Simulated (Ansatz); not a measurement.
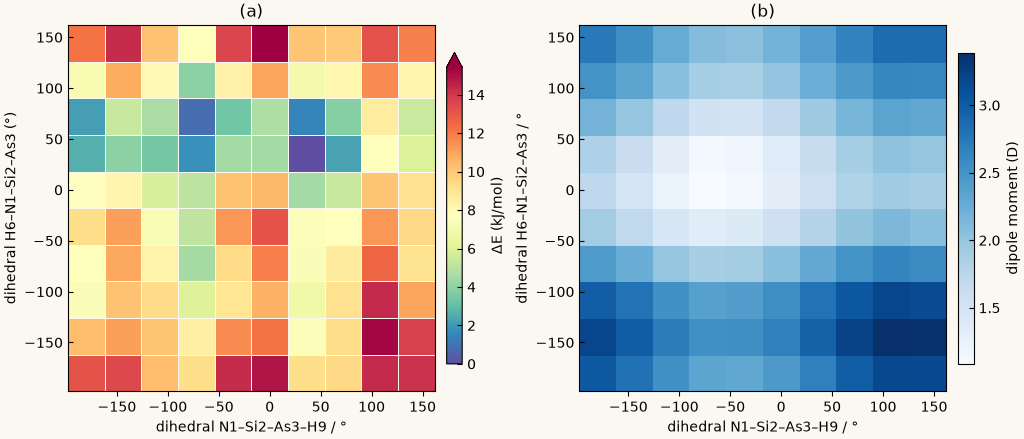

CH6AsNOSi, SMILES N[SiH]([AsH2])C=O. 
- First axis: dihedral N1–Si2–As3–H9. Second axis: dihedral H6–N1–Si2–As3.
- Nothing is relaxed (all other coordinates rigid).
- The grid has 10 × 10 points.
- Energies are in kJ/mol, from the lowest grid point.
- Method: RHF/def2-SVP (Ansatz 0.2.0).

Panel (a) is the energy; panel (b) is the computed dipole moment, in D.

Drawn: one coloured cell a grid point, one colour for all values above the top of the scale.

Question: How does the dipole moment vary over the map, and what is it at the lowest grid point?

Answer: Leaving out the highest fifth of the energies, it runs from 1.09 D at dihedral N1–Si2–As3–H9 = −72°, dihedral H6–N1–Si2–As3 = 0° to 3.22 D at dihedral N1–Si2–As3–H9 = 72°, dihedral H6–N1–Si2–As3 = −144°. At the lowest grid point, dihedral N1–Si2–As3–H9 = 36°, dihedral H6–N1–Si2–As3 = 36°, it is 1.65 D.

| dihedral H6–N1–Si2–As3 ↓, dihedral N1–Si2–As3–H9 → | −180 | −144 | −108 | −72 | −36 | 0 | 36 | 72 | 108 | 144 |
| --- | --- | --- | --- | --- | --- | --- | --- | --- | --- | --- |
| 144 | 2.74 | 2.55 | 2.27 | 2.09 | 2.05 | 2.19 | 2.40 | 2.66 | 2.86 | 2.85 |
| 108 | 2.51 | 2.34 | 2.06 | 1.89 | 1.87 | 2.01 | 2.23 | 2.45 | 2.63 | 2.62 |
| 72 | 2.18 | 2.00 | 1.71 | 1.53 | 1.52 | 1.68 | 1.94 | 2.17 | 2.34 | 2.31 |
| 36 | 1.83 | 1.62 | 1.33 | 1.14 | 1.17 | 1.37 | 1.65 | 1.89 | 2.03 | 2.00 |
| 0 | 1.71 | 1.49 | 1.24 | 1.09 | 1.14 | 1.34 | 1.58 | 1.82 | 1.94 | 1.88 |
| −36 | 1.91 | 1.70 | 1.47 | 1.35 | 1.39 | 1.57 | 1.78 | 2.02 | 2.14 | 2.06 |
| −72 | 2.44 | 2.24 | 2.00 | 1.88 | 1.91 | 2.06 | 2.29 | 2.51 | 2.65 | 2.58 |
| −108 | 2.99 | 2.80 | 2.53 | 2.39 | 2.41 | 2.56 | 2.80 | 3.04 | 3.20 | 3.15 |
| −144 | 3.21 | 3.00 | 2.72 | 2.54 | 2.54 | 2.69 | 2.94 | 3.22 | 3.39 | 3.36 |
| −180 | 3.03 | 2.81 | 2.53 | 2.33 | 2.31 | 2.45 | 2.69 | 2.98 | 3.18 | 3.16 |
